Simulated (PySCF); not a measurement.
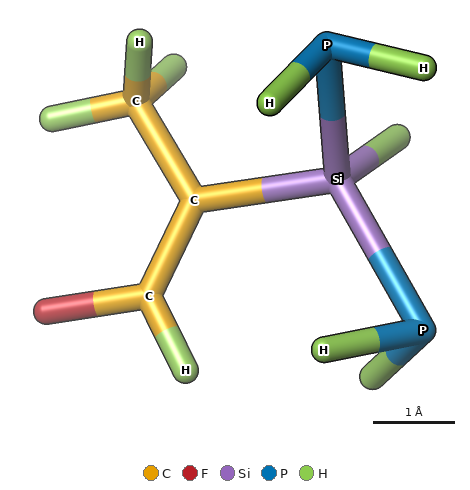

**Figure 1.** The structure as given in the input (stick view, seen at an oblique angle). Bond lengths as drawn: C–C 1.32 to 1.50 Å, C–F 1.35 Å, C–H 1.08 to 1.09 Å, C–Si 1.90 Å, H–P 1.38 to 1.39 Å, H–Si 1.47 Å and P–Si 2.26 to 2.29 Å.

## NMR shielding calculation of C$_{3}$H$_{9}$FP$_{2}$Si

C$_{3}$H$_{9}$FP$_{2}$Si, computed with GIAO PBE0/pcSseg-1 NMR shielding, non-relativistic, IEF-PCM acetonitrile (PySCF 2.14.0).

The geometry comes from this level: GFN2-xTB, coordinate held. Figures and captions count atoms from 1; the log counts them from 0 in places.

Log:
```
coarse grid: 14800 points
cycle   1  E = -1190.9841795174  dE =  5.646e-01  |g| = 4.759e-01  |ddm| = 3.596e+00
cycle   2  E = -1190.9610111747  dE =  2.317e-02  |g| = 6.021e-01  |ddm| = 7.812e-01
cycle   3  E = -1191.0288369940  dE = -6.783e-02  |g| = 6.749e-02  |ddm| = 4.373e-01
cycle   4  E = -1191.0296942318  dE = -8.572e-04  |g| = 3.195e-02  |ddm| = 8.481e-02
cycle   5  E = -1191.0299296684  dE = -2.354e-04  |g| = 8.287e-03  |ddm| = 3.347e-02
cycle   6  E = -1191.0299415972  dE = -1.193e-05  |g| = 3.629e-03  |ddm| = 1.049e-02
cycle   7  E = -1191.0299443349  dE = -2.738e-06  |g| = 4.518e-04  |ddm| = 3.169e-03
final grid: 129360 points
cycle   8  E = -1191.0766801960  dE = -3.825e-05  |g| = 6.558e-03  |ddm| = 3.349e-02
cycle   9  E = -1191.0766762433  dE =  3.953e-06  |g| = 7.948e-03  |ddm| = 1.335e-02
cycle  10  E = -1191.0766909581  dE = -1.471e-05  |g| = 1.221e-03  |ddm| = 7.133e-03
cycle  11  E = -1191.0766912172  dE = -2.591e-07  |g| = 2.063e-04  |ddm| = 1.129e-03
cycle  12  E = -1191.0766912247  dE = -7.532e-09  |g| = 9.424e-05  |ddm| = 2.282e-04
cycle  13  E = -1191.0766912266  dE = -1.906e-09  |g| = 2.380e-05  |ddm| = 9.459e-05
cycle  14  E = -1191.0766912267  dE = -1.369e-10  |g| = 4.581e-06  |ddm| = 2.359e-05
```

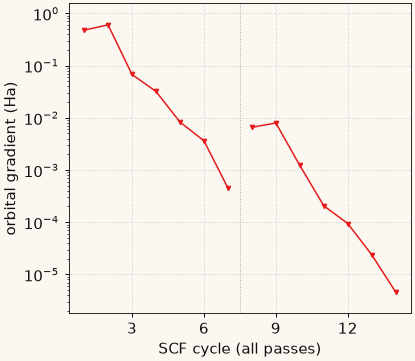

**Figure 2.** Convergence of the self-consistent field: orbital gradient against the SCF cycle. The dotted line marks the change from a coarse to the final integration grid. The first 7 cycles use a coarse grid, the final grid takes over at cycle 8, and the field converges after 14 cycles in all.

```
converged SCF energy = -1191.0766912267

GIAO shielding tensors (ppm)
atom      isotropic    diamagn.    paramagn.     s11        s22        s33       span
  0 C      172.926     246.238     -73.312    155.360    180.166    183.251     27.891
  1 C       65.944     266.546    -200.602    -28.119     59.341    166.611    194.730
  2 C       25.298     251.310    -226.012    -68.202     70.201     73.896    142.099
  3 F      282.004     473.248    -191.244    148.166    273.184    424.663    276.496
  4 Si     366.141     882.549    -516.408    310.817    389.456    398.150     87.332
  5 P      671.978     969.491    -297.513    581.647    678.714    755.573    173.925
  6 P      596.606     968.538    -371.931    522.223    611.390    656.206    133.982
  7 H       29.999      29.934       0.064     23.540     31.160     35.297     11.757
  8 H       30.103      28.763       1.340     25.567     27.845     36.895     11.328
  9 H       28.983      29.558      -0.575     23.398     28.698     34.854     11.455
 10 H       24.915      31.952      -7.037     19.836     24.793     30.116     10.280
 11 H       26.746      30.113      -3.366     23.716     24.967     31.557      7.841
 12 H       30.898      32.843      -1.946     25.703     28.854     38.136     12.433
 13 H       30.679      32.257      -1.577     24.155     28.606     39.277     15.123
 14 H       30.222      30.355      -0.133     24.613     27.615     38.437     13.824
 15 H       30.359      31.345      -0.986     25.773     27.977     37.327     11.554
```

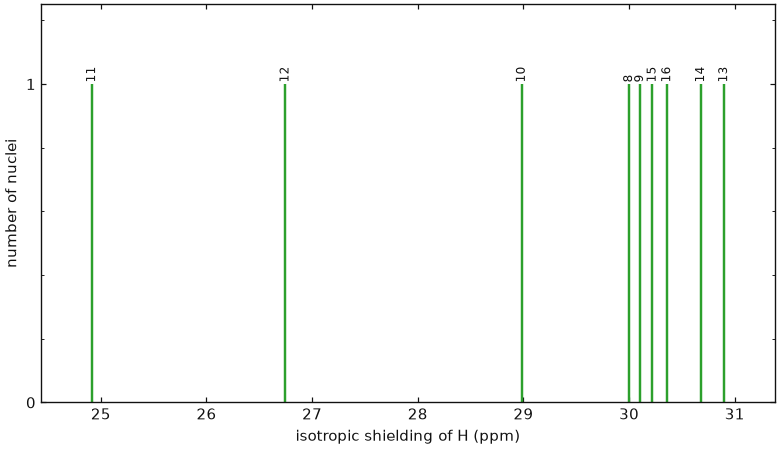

**Figure 3.** Isotropic shieldings of the hydrogen nuclei in this fixed geometry, labelled by atom number; shielding grows to the right, so chemical shift grows to the left. The least shielded is H11 (24.9 ppm), the most shielded H13 (30.9 ppm).

The run was set up as follows.

Input file:
```
{"job": {"kind": "nmr", "xc": "PBE0", "basis": "pcSseg-1", "solvent": "acetonitrile", "every": 1, "pop": false}, "charge": 0, "multiplicity": 1}
C     -1.823046     0.086489     0.954683
C     -0.810639     0.309688    -0.125272
C     -1.158332     0.448447    -1.394181
F     -2.440019     0.410522    -1.809634
Si     0.999436     0.341600     0.439869
P      2.541092     0.562428    -1.243067
P      1.230042    -1.520496     1.701015
H     -1.573292    -0.817585     1.511153
H     -1.805164     0.918208     1.656750
H     -2.825179    -0.010267     0.544335
H     -0.487701     0.608216    -2.226713
H      1.139242     1.490747     1.352718
H      1.697554    -0.330861    -1.893837
H      1.623779     1.484585    -1.725918
H      2.607358    -1.568899     1.595408
H      1.062897    -2.407122     0.647430
```

The first line tells a small driver script what to run in PySCF; the rest is the geometry in Å.

Run as:
```bash
OMP_NUM_THREADS=1 python <driver script> task.json out
```

Summary:

| quantity | value |
| --- | --- |
| outcome | converged |
| total energy | −1191.076691 hartree |
| HOMO | −7.13 eV |
| LUMO | −0.06 eV |
| dipole moment | 1.09 D |
| isotropic shielding, C | 25.3 to 172.9 ppm |
| isotropic shielding, F | 282.0 ppm |
| isotropic shielding, Si | 366.1 ppm |
| isotropic shielding, P | 596.6 to 672.0 ppm |
| isotropic shielding, H | 24.9 to 30.9 ppm |
| hardware | 1 CPU thread, shared host |
| wall time | 28 s |
| peak memory | 0.9 GiB |
